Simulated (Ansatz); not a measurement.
**AlN2H5 + H2O: a complex and its separated parts**

The complex below is one end of an elementary step. How strongly is it bound against its free parts?

Program: Ansatz 0.2.0, Gaussian basis. Level of theory: PBE0-D4/def2-TZVP structures, single points in def2-TZVPP, no counterpoise correction. These are calculated values, not measurements.

Levels: SPW92, PBE-D4, BLYP-D4, r2SCAN-D4, B97M-V, PBE0-D4, B3LYP-D4, r2SCAN0-D4, BHLYP-D4, CAM-B3LYP-D4, wB97X-V, wB97M-V, B2PLYP, PBE-QIDH, RPA on PBE, Hartree-Fock, MP2, CCSD, CCSD(T).

Cores are frozen in the correlated methods. B3LYP uses VWN-RPA correlation. B2PLYP carries no dispersion term here.

94 further runs of the same task are left out: 94 set aside as unsound or not needed. Runs told in other sessions of the task aren't counted.

## 1. The starting structure

The complex: 11 atoms, charge 0, spin multiplicity 1.

Atoms are counted from 1 here; the program's logs count them from 0.

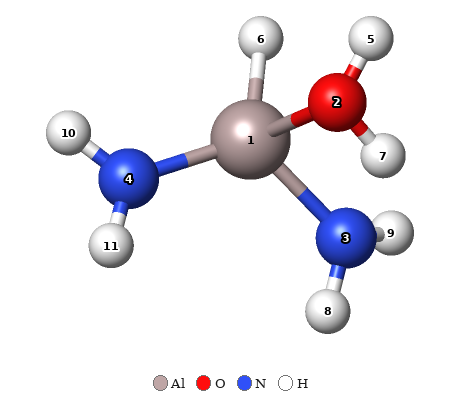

As it starts; aluminium light grey, oxygen red, nitrogen blue, hydrogen white; atoms are numbered from 1 in the order of the file.

Geometry (Å):

```
Al   -0.54133   -0.16131   -0.07555
O     0.29437    1.68303   -0.24649
N     1.01057   -0.71989   -0.90255
N    -0.76206   -0.60137    1.63599
H    -0.15155    2.28409   -0.85160
H    -1.83243    0.04708   -0.98741
H     1.01861    1.21603   -0.73642
H     1.67656   -1.29270   -0.40281
H     0.94946   -1.08499   -1.84307
H    -1.62329   -0.47209    2.14026
H    -0.03889   -0.89797    2.26968
```

Its parts: AlN2H5 holds atoms 1, 3, 4, 6, 8, 9, 10, 11; H2O holds atoms 2, 5, 7. Each part counts its atoms afresh in its own runs.

## 2. Relaxing AlN2H5 alone

The input, relax-a/in.yaml:

```yaml
crystal:
  periodic: [false, false, false]
  atoms:
    - {symbol: Al, position_ang: [-0.541328, -0.161306, -0.075555]}
    - {symbol: N, position_ang: [1.010573, -0.719893, -0.902551]}
    - {symbol: N, position_ang: [-0.762064, -0.601375, 1.635985]}
    - {symbol: H, position_ang: [-1.832431, 0.047080, -0.987414]}
    - {symbol: H, position_ang: [1.676560, -1.292705, -0.402814]}
    - {symbol: H, position_ang: [0.949456, -1.084986, -1.843066]}
    - {symbol: H, position_ang: [-1.623295, -0.472089, 2.140256]}
    - {symbol: H, position_ang: [-0.038895, -0.897975, 2.269679]}
basis:
  gaussian: {orbitals: def2-TZVP}
hamiltonian: {xc: pbe0, dispersion: d4}
relax: {f_tol: 0.005, max_steps: 200}
```

Launch:

```bash
ansatz run in.yaml --threads 4 --pin off --events-out ev --progress --plain --max-ram 9574MiB
```

Output (excerpt; [...] marks lines left out):

```text
Functional definition: PBE0
  name "PBE0"
  cite "Adamo & Barone, J. Chem. Phys. 110, 6158 (1999) doi:10.1063/1.478522"
  cite "Perdew, Burke & Ernzerhof, Phys. Rev. Lett. 77, 3865 (1996) doi:10.1103/PhysRevLett.77.3865"
  parent pbe
[...]
809 factors; their error is unknown
[...]
mean field -9654.89882417 eV, -354.8109874626 hartree, gradient 6.5e-5 eV, S^2 0.000000; 0 other end points of the search recorded, 0 dependent functions left out
[...]
reference -9654.89885567 eV, -354.8109886204 hartree; 16, 16 occupied and 113, 113 virtual orbitals, 809 factors
[...]
Atom 0 at    -0.603254    -0.445873    -0.098094 Å, force    -0.000177     0.000042    -0.000030 eV/Å
Atom 1 at     0.908247    -0.908795    -0.892518 Å, force    -0.001005     0.000318     0.000506 eV/Å
Atom 2 at    -0.768691    -0.576701     1.658484 Å, force     0.000300     0.000030    -0.001198 eV/Å
Atom 3 at    -1.813073     0.087744    -0.962923 Å, force    -0.000520     0.000342    -0.000324 eV/Å
Atom 4 at     1.737870    -1.258951    -0.443129 Å, force     0.000087    -0.000134     0.000785 eV/Å
Atom 5 at     1.051659    -0.852805    -1.887323 Å, force     0.000406    -0.000232     0.000165 eV/Å
Atom 6 at    -1.606549    -0.325895     2.156906 Å, force     0.000129    -0.000263     0.000218 eV/Å
Atom 7 at    -0.067633    -0.901972     2.303117 Å, force     0.000780    -0.000102    -0.000122 eV/Å
Dipole moment:     0.197573    -0.087084     0.141223 e Å
```

Run time: 17 s. Hardware: 4 threads of Intel Xeon at 2.50GHz, shared host.

Step by step:

```csv
step,energy from step 1 (eV),largest force component (eV/Å)
1,0.0000,1.5586
2,-0.1968,0.7363
3,-0.2329,0.5360
4,-0.2608,0.4296
5,-0.2788,0.0540
6,-0.2789,0.0681
7,-0.2793,0.0113
8,-0.2794,0.0012
```

Distances of close pairs at the start and the end, largest changes first:

```csv
bond,before (Å),after (Å),change (Å)
Al1–N2,1.845,1.769,-0.076
Al1–H4,1.594,1.580,-0.014
Al1–N3,1.781,1.769,-0.012
N2–H5,1.011,1.006,-0.004
N2–H6,1.011,1.007,-0.004
N3–H7,1.006,1.007,+0.000
N3–H8,1.006,1.006,+0.000
```

## 3. Relaxing H2O alone

The input, relax-b/in.yaml:

```yaml
crystal:
  periodic: [false, false, false]
  atoms:
    - {symbol: O, position_ang: [0.294370, 1.683029, -0.246494]}
    - {symbol: H, position_ang: [-0.151554, 2.284087, -0.851602]}
    - {symbol: H, position_ang: [1.018606, 1.216034, -0.736424]}
basis:
  gaussian: {orbitals: def2-TZVP}
hamiltonian: {xc: pbe0, dispersion: d4}
relax: {f_tol: 0.005, max_steps: 200}
```

Launch:

```bash
ansatz run in.yaml --threads 4 --pin off --events-out ev --progress --plain --max-ram 9574MiB
```

Output (excerpt; [...] marks lines left out):

```text
[... 5 set-up lines as earlier in the session ...]
[...]
239 factors; their error is unknown
[...]
mean field -2078.29568246 eV, -76.3759576110 hartree, gradient 4.3e-5 eV, S^2 0.000000; 0 other end points of the search recorded, 0 dependent functions left out
[...]
reference -2078.33309069 eV, -76.3773323381 hartree; 5, 5 occupied and 38, 38 virtual orbitals, 239 factors
Total energy: -2078.33734653 eV, -76.3774887373 hartree
Atom 0 at     0.299460     1.674929    -0.236001 Å, force    -0.000093     0.000186    -0.000300 eV/Å
Atom 1 at    -0.129204     2.266664    -0.858013 Å, force     0.000070    -0.000143     0.000235 eV/Å
Atom 2 at     0.991166     1.241557    -0.740506 Å, force     0.000023    -0.000043     0.000066 eV/Å
Dipole moment:     0.096991     0.058392    -0.415375 e Å
```

It took 2.1 s on 4 threads of Intel Xeon at 2.50GHz, shared host.

The steps of the relaxation:

```csv
step,energy from step 1 (eV),largest force component (eV/Å)
1,0.0000,1.2575
2,-0.0343,0.2997
3,-0.0372,0.0966
4,-0.0373,0.0428
5,-0.0374,0.0003
```

Close pairs (by a distance rule), those that changed most:

```csv
bond,before (Å),after (Å),change (Å)
O1–H3,0.991,0.960,-0.032
O1–H2,0.962,0.960,-0.003
```

## 4. SPW92/def2-TZVPP

The input, parta/in.yaml:

```yaml
crystal:
  periodic: [false, false, false]
  atoms:
    - {symbol: Al, position_ang: [-0.603254, -0.445873, -0.098094]}
    - {symbol: N, position_ang: [0.908247, -0.908795, -0.892518]}
    - {symbol: N, position_ang: [-0.768691, -0.576701, 1.658484]}
    - {symbol: H, position_ang: [-1.813073, 0.087744, -0.962923]}
    - {symbol: H, position_ang: [1.737870, -1.258951, -0.443129]}
    - {symbol: H, position_ang: [1.051659, -0.852805, -1.887323]}
    - {symbol: H, position_ang: [-1.606549, -0.325895, 2.156906]}
    - {symbol: H, position_ang: [-0.067633, -0.901972, 2.303117]}
basis:
  gaussian: {orbitals: def2-TZVPP}
hamiltonian: {xc: lda}
```

The input, partb/in.yaml:

```yaml
crystal:
  periodic: [false, false, false]
  atoms:
    - {symbol: O, position_ang: [0.299460, 1.674929, -0.236001]}
    - {symbol: H, position_ang: [-0.129204, 2.266664, -0.858013]}
    - {symbol: H, position_ang: [0.991166, 1.241557, -0.740506]}
basis:
  gaussian: {orbitals: def2-TZVPP}
hamiltonian: {xc: lda}
```

One command serves all of them, each in its own folder.

Launch:

```bash
ansatz run in.yaml --threads 4 --pin off --events-out ev --progress --plain --max-ram 9574MiB
```

Output in parta (excerpt; [...] marks lines left out):

```text
Functional definition: SPW92
  name "SPW92"
  cite "Dirac, Proc. Camb. Phil. Soc. 26, 376 (1930) doi:10.1017/S0305004100016108"
  cite "Slater, Phys. Rev. 81, 385 (1951) doi:10.1103/PhysRev.81.385"
  cite "Perdew & Wang, Phys. Rev. B 45, 13244 (1992) doi:10.1103/PhysRevB.45.13244"
[...]
874 factors; their error is unknown
[...]
mean field -9607.98617649 eV, -353.0869794589 hartree, gradient 3.1e-5 eV, S^2 0.000000; 0 other end points of the search recorded, 0 dependent functions left out
reference -9607.98621465 eV, -353.0869808614 hartree; 16, 16 occupied and 158, 158 virtual orbitals, 874 factors
Total energy: -9607.98621465 eV, -353.0869808614 hartree
```

Log of partb (excerpt; [...] marks lines left out):

```text
[... 5 set-up lines as earlier in the session ...]
[...]
269 factors; their error is unknown
[...]
mean field -2065.39694680 eV, -75.9019378185 hartree, gradient 5.3e-5 eV, S^2 0.000000; 0 other end points of the search recorded, 0 dependent functions left out
reference -2065.39696563 eV, -75.9019385105 hartree; 5, 5 occupied and 54, 54 virtual orbitals, 269 factors
Total energy: -2065.39696563 eV, -75.9019385105 hartree
```

They took 1.2 s (parta), 0.31 s (partb) on 4 threads of Intel Xeon at 2.50GHz, shared host.

## 5. PBE-D4/def2-TZVPP

Each input of step 4 (parta, partb) changes in the same lines:

```diff
-hamiltonian: {xc: lda}
+hamiltonian: {xc: pbe, dispersion: d4}
```

The same command starts each run, in its folder.

Launch:

```bash
ansatz run in.yaml --threads 4 --pin off --events-out ev --progress --plain --max-ram 9574MiB
```

Log of parta (excerpt; [...] marks lines left out):

```text
Functional definition: PBE
  name "PBE"
[... 2 set-up lines as earlier in the session ...]
[...]
874 factors; their error is unknown
[...]
mean field -9654.41471749 eV, -354.7931968704 hartree, gradient 1.7e-5 eV, S^2 0.000000; 0 other end points of the search recorded, 0 dependent functions left out
reference -9654.41475774 eV, -354.7931983494 hartree; 16, 16 occupied and 158, 158 virtual orbitals, 874 factors
Total energy: -9654.52219725 eV, -354.7971466789 hartree
```

partb printed (excerpt; [...] marks lines left out):

```text
[... 4 set-up lines as earlier in the session ...]
[...]
269 factors; their error is unknown
[...]
mean field -2078.40757330 eV, -76.3800695237 hartree, gradient 4.4e-5 eV, S^2 0.000000; 0 other end points of the search recorded, 0 dependent functions left out
reference -2078.40759378 eV, -76.3800702761 hartree; 5, 5 occupied and 54, 54 virtual orbitals, 269 factors
Total energy: -2078.41291085 eV, -76.3802656749 hartree
```

They took 1.7 s (parta), 0.46 s (partb) on 4 threads of Intel Xeon at 2.50GHz, shared host.

## 6. BLYP-D4/def2-TZVPP

Each input of step 5 (parta, partb) changes in the same lines:

```diff
-hamiltonian: {xc: pbe, dispersion: d4}
+hamiltonian: {xc: {name: BLYP}, dispersion: d4}
```

One command serves all of them, each in its own folder.

Launch:

```bash
ansatz run in.yaml --threads 4 --pin off --events-out ev --progress --plain --max-ram 9574MiB
```

Log of parta (excerpt; [...] marks lines left out):

```text
Functional definition: BLYP
  name "BLYP"
  cite "Becke, Phys. Rev. A 38, 3098 (1988) doi:10.1103/PhysRevA.38.3098"
  cite "Lee, Yang & Parr, Phys. Rev. B 37, 785 (1988) doi:10.1103/PhysRevB.37.785"
[...]
874 factors; their error is unknown
[...]
mean field -9661.06215144 eV, -355.0374855624 hartree, gradient 2.3e-5 eV, S^2 0.000000; 0 other end points of the search recorded, 0 dependent functions left out
reference -9661.06247564 eV, -355.0374974762 hartree; 16, 16 occupied and 158, 158 virtual orbitals, 874 factors
Total energy: -9661.29932212 eV, -355.0462014239 hartree
```

Output in partb (excerpt; [...] marks lines left out):

```text
[... 4 set-up lines as earlier in the session ...]
[...]
269 factors; their error is unknown
[...]
mean field -2080.27678828 eV, -76.4487619072 hartree, gradient 8.6e-5 eV, S^2 0.000000; 0 other end points of the search recorded, 0 dependent functions left out
reference -2080.27697783 eV, -76.4487688730 hartree; 5, 5 occupied and 54, 54 virtual orbitals, 269 factors
Total energy: -2080.28982029 eV, -76.4492408246 hartree
```

They took 1.5 s (parta), 0.45 s (partb) on 4 threads of Intel Xeon at 2.50GHz, shared host.

## 7. r2SCAN-D4/def2-TZVPP

Each input of step 6 (parta, partb) changes in the same lines:

```diff
-hamiltonian: {xc: {name: BLYP}, dispersion: d4}
+hamiltonian: {xc: r2scan, dispersion: d4}
```

One command serves all of them, each in its own folder.

Launch:

```bash
ansatz run in.yaml --threads 4 --pin off --events-out ev --progress --plain --max-ram 9574MiB
```

Output in parta (excerpt; [...] marks lines left out):

```text
Functional definition: r2SCAN
  name "r2SCAN"
  cite "Furness, Kaplan, Ning, Perdew & Sun, J. Phys. Chem. Lett. 11, 8208 (2020) doi:10.1021/acs.jpclett.0c02405"
  cite "Furness, Kaplan, Ning, Perdew & Sun, J. Phys. Chem. Lett. 11, 9248 (2020) doi:10.1021/acs.jpclett.0c03077"
  parent r2scan
[...]
874 factors; their error is unknown
[...]
mean field -9659.57449726 eV, -354.9828152794 hartree, gradient 2.8e-5 eV, S^2 0.000000; 0 other end points of the search recorded, 0 dependent functions left out
reference -9659.57450972 eV, -354.9828157376 hartree; 16, 16 occupied and 158, 158 virtual orbitals, 874 factors
Total energy: -9659.60025041 eV, -354.9837616903 hartree
```

Log of partb (excerpt; [...] marks lines left out):

```text
[... 5 set-up lines as earlier in the session ...]
[...]
269 factors; their error is unknown
[...]
mean field -2079.58114844 eV, -76.4231976146 hartree, gradient 8.5e-5 eV, S^2 0.000000; 0 other end points of the search recorded, 0 dependent functions left out
reference -2079.58115365 eV, -76.4231978058 hartree; 5, 5 occupied and 54, 54 virtual orbitals, 269 factors
Total energy: -2079.58242618 eV, -76.4232445705 hartree
```

They took 2.7 s (parta), 0.92 s (partb) on 4 threads of Intel Xeon at 2.50GHz, shared host.

## 8. B97M-V/def2-TZVPP

Each input of step 7 (parta, partb) changes in the same lines:

```diff
-hamiltonian: {xc: r2scan, dispersion: d4}
+hamiltonian: {xc: {name: B97M-V}}
```

Each run has its own folder and the same command.

Launch:

```bash
ansatz run in.yaml --threads 4 --pin off --events-out ev --progress --plain --max-ram 9574MiB
```

Log of parta (excerpt; [...] marks lines left out):

```text
Functional definition: B97M-V
  name "B97M-V"
  cite "Mardirossian & Head-Gordon, J. Chem. Phys. 142, 074111 (2015) doi:10.1063/1.4907719"
  cite "Becke, J. Chem. Phys. 107, 8554 (1997) doi:10.1063/1.475007"
  cite "Vydrov & Van Voorhis, J. Chem. Phys. 133, 244103 (2010) doi:10.1063/1.3521275"
  # Of w^i u^j: cxij and so on, Table III.
[...]
  gx(w, u) = cx00 + cx01*u + cx02*u^2 + (cx10 + cx11*u)*w
[...]
  gos(w, u) = cos00 + cos01*u + cos03*u^3 + cos10*w + cos32*w^3*u^2
[...]
      + integral(e_c_pw_mod_opposite_spin*gos(b97_w_opposite, b97_u_opposite)) + vv10(b, c)
874 factors; their error is unknown
[...]
mean field -9659.98880972 eV, -354.9980409816 hartree, gradient 5.2e-5 eV, S^2 0.000000; 0 other end points of the search recorded, 0 dependent functions left out
reference -9659.98887028 eV, -354.9980432072 hartree; 16, 16 occupied and 158, 158 virtual orbitals, 874 factors
Total energy: -9659.98887028 eV, -354.9980432072 hartree
```

Output in partb (excerpt; [...] marks lines left out):

```text
[... 5 set-up lines as earlier in the session ...]
  # Of w^i u^j: cxij and so on, Table III.
[...]
  gx(w, u) = cx00 + cx01*u + cx02*u^2 + (cx10 + cx11*u)*w
[...]
  gos(w, u) = cos00 + cos01*u + cos03*u^3 + cos10*w + cos32*w^3*u^2
[...]
      + integral(e_c_pw_mod_opposite_spin*gos(b97_w_opposite, b97_u_opposite)) + vv10(b, c)
269 factors; their error is unknown
[...]
mean field -2079.93551354 eV, -76.4362202916 hartree, gradient 2.9e-5 eV, S^2 0.000000; 0 other end points of the search recorded, 0 dependent functions left out
reference -2079.93554035 eV, -76.4362212770 hartree; 5, 5 occupied and 54, 54 virtual orbitals, 269 factors
Total energy: -2079.93554035 eV, -76.4362212770 hartree
```

Wall times: 4.4 s (parta), 0.86 s (partb) on 4 threads of Intel Xeon at 2.50GHz, shared host.

## 9. PBE0-D4/def2-TZVPP

Each input of step 8 (parta, partb) changes in the same lines:

```diff
-hamiltonian: {xc: {name: B97M-V}}
+hamiltonian: {xc: pbe0, dispersion: d4}
+output: {orbitals: {seedname: orbitals}}
```

Each run has its own folder and the same command.

Launch:

```bash
ansatz run in.yaml --threads 4 --pin off --events-out ev --progress --plain --max-ram 9574MiB
```

Output in parta (excerpt; [...] marks lines left out):

```text
[... 5 set-up lines as earlier in the session ...]
[...]
905 factors; their error is unknown
[...]
mean field -9655.28719647 eV, -354.8252598817 hartree, gradient 8.2e-5 eV, S^2 0.000000; 0 other end points of the search recorded, 0 dependent functions left out
reference -9655.28722721 eV, -354.8252610113 hartree; 16, 16 occupied and 158, 158 virtual orbitals, 905 factors
Total energy: -9655.37737019 eV, -354.8285737048 hartree
```

Output in partb (excerpt; [...] marks lines left out):

```text
[... 5 set-up lines as earlier in the session ...]
[...]
269 factors; their error is unknown
[...]
mean field -2078.42782059 eV, -76.3808135977 hartree, gradient 1.2e-5 eV, S^2 0.000000; 0 other end points of the search recorded, 0 dependent functions left out
reference -2078.42783509 eV, -76.3808141307 hartree; 5, 5 occupied and 54, 54 virtual orbitals, 269 factors
Total energy: -2078.43209093 eV, -76.3809705299 hartree
```

Times: 2.2 s (parta), 0.3 s (partb) on 4 threads of Intel Xeon at 2.50GHz, shared host.

## 10. B3LYP-D4/def2-TZVPP

The same edit goes into each in.yaml of step 9 (parta, partb):

```diff
-hamiltonian: {xc: pbe0, dispersion: d4}
-output: {orbitals: {seedname: orbitals}}
+hamiltonian: {xc: {name: B3LYP}, dispersion: d4}
```

The same command starts each run, in its folder.

Launch:

```bash
ansatz run in.yaml --threads 4 --pin off --events-out ev --progress --plain --max-ram 9574MiB
```

Log of parta (excerpt; [...] marks lines left out):

```text
Functional definition: B3LYP
  name "B3LYP"
  cite "Stephens, Devlin, Chabalowski & Frisch, J. Phys. Chem. 98, 11623 (1994) doi:10.1021/j100096a001"
[... 2 set-up lines as earlier in the session ...]
  cite "Vosko, Wilk & Nusair, Can. J. Phys. 58, 1200 (1980) doi:10.1139/p80-159"
[...]
898 factors; their error is unknown
[...]
mean field -9662.87483190 eV, -355.1041003404 hartree, gradient 1.8e-5 eV, S^2 0.000000; 0 other end points of the search recorded, 0 dependent functions left out
reference -9662.87507557 eV, -355.1041092952 hartree; 16, 16 occupied and 158, 158 virtual orbitals, 898 factors
Total energy: -9663.04844195 eV, -355.1104803922 hartree
```

partb printed (excerpt; [...] marks lines left out):

```text
[... 6 set-up lines as earlier in the session ...]
[...]
269 factors; their error is unknown
[...]
mean field -2080.76396017 eV, -76.4666651438 hartree, gradient 1.1e-5 eV, S^2 0.000000; 0 other end points of the search recorded, 0 dependent functions left out
reference -2080.76409853 eV, -76.4666702285 hartree; 5, 5 occupied and 54, 54 virtual orbitals, 269 factors
Total energy: -2080.77252462 eV, -76.4669798814 hartree
```

They took 2.3 s (parta), 0.4 s (partb) on 4 threads of Intel Xeon at 2.50GHz, shared host.

## 11. r2SCAN0-D4/def2-TZVPP

Each input of step 10 (parta, partb) changes in the same lines:

```diff
-hamiltonian: {xc: {name: B3LYP}, dispersion: d4}
+hamiltonian: {xc: {name: r2SCAN0}, dispersion: d4}
```

Each run has its own folder and the same command.

Launch:

```bash
ansatz run in.yaml --threads 4 --pin off --events-out ev --progress --plain --max-ram 9574MiB
```

Output in parta (excerpt; [...] marks lines left out):

```text
Functional definition: r2SCAN0
  name "r2SCAN0"
  cite "Bursch, Neugebauer, Ehlert & Grimme, J. Chem. Phys. 156, 134105 (2022) doi:10.1063/5.0086040"
[... 3 set-up lines as earlier in the session ...]
[...]
905 factors; their error is unknown
[...]
mean field -9659.04791108 eV, -354.9634635943 hartree, gradient 1.3e-5 eV, S^2 0.000000; 0 other end points of the search recorded, 0 dependent functions left out
reference -9659.04792099 eV, -354.9634639584 hartree; 16, 16 occupied and 158, 158 virtual orbitals, 905 factors
Total energy: -9659.07813242 eV, -354.9645742082 hartree
```

partb printed (excerpt; [...] marks lines left out):

```text
[... 6 set-up lines as earlier in the session ...]
[...]
269 factors; their error is unknown
[...]
mean field -2079.27470491 eV, -76.4119360226 hartree, gradient 2.0e-5 eV, S^2 0.000000; 0 other end points of the search recorded, 0 dependent functions left out
reference -2079.27470901 eV, -76.4119361732 hartree; 5, 5 occupied and 54, 54 virtual orbitals, 269 factors
Total energy: -2079.27611317 eV, -76.4119877751 hartree
```

Times: 3.3 s (parta), 0.71 s (partb) on 4 threads of Intel Xeon at 2.50GHz, shared host.

## 12. BHLYP-D4/def2-TZVPP

Each input of step 11 (parta, partb) changes in the same lines:

```diff
-hamiltonian: {xc: {name: r2SCAN0}, dispersion: d4}
+hamiltonian: {xc: {name: BHLYP}, dispersion: d4}
```

The same command starts each run, in its folder.

Launch:

```bash
ansatz run in.yaml --threads 4 --pin off --events-out ev --progress --plain --max-ram 9574MiB
```

Output in parta (excerpt; [...] marks lines left out):

```text
Functional definition: BHLYP
  name "BHLYP"
  cite "Becke, J. Chem. Phys. 98, 1372 (1993) doi:10.1063/1.464304"
[... 2 set-up lines as earlier in the session ...]
[...]
938 factors; their error is unknown
[...]
mean field -9660.33862899 eV, -355.0108966025 hartree, gradient 1.1e-5 eV, S^2 0.000000; 0 other end points of the search recorded, 0 dependent functions left out
reference -9660.33879530 eV, -355.0109027144 hartree; 16, 16 occupied and 158, 158 virtual orbitals, 938 factors
Total energy: -9660.47157547 eV, -355.0157822956 hartree
```

partb printed (excerpt; [...] marks lines left out):

```text
[... 5 set-up lines as earlier in the session ...]
[...]
295 factors; their error is unknown
[...]
mean field -2079.57890443 eV, -76.4231151487 hartree, gradient 2.0e-5 eV, S^2 0.000000; 0 other end points of the search recorded, 0 dependent functions left out
reference -2079.57899523 eV, -76.4231184853 hartree; 5, 5 occupied and 54, 54 virtual orbitals, 295 factors
Total energy: -2079.58394705 eV, -76.4233004616 hartree
```

Times: 2.2 s (parta), 0.41 s (partb) on 4 threads of Intel Xeon at 2.50GHz, shared host.

(Part 1 of 2 ends here.)
